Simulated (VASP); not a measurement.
Band structure of Li (bcc). Computed with rev-vdW-DF2, VASP's PBE PAW potentials (set 64) (plane waves; VASP).

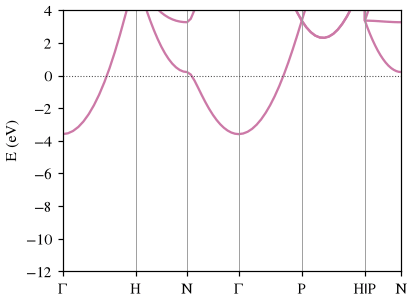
Figure. Bands along high-symmetry lines, zero at the valence-band maximum or, without a gap, the Fermi level

Task: Read the plot: is there a gap, and where are the band edges?

Result: It has no gap at this level: it comes out as a metal or semimetal. (Edges off the drawn lines would not show.)

The compound is Li in the bcc structure. It was relaxed first, which changed the volume by -5 %.
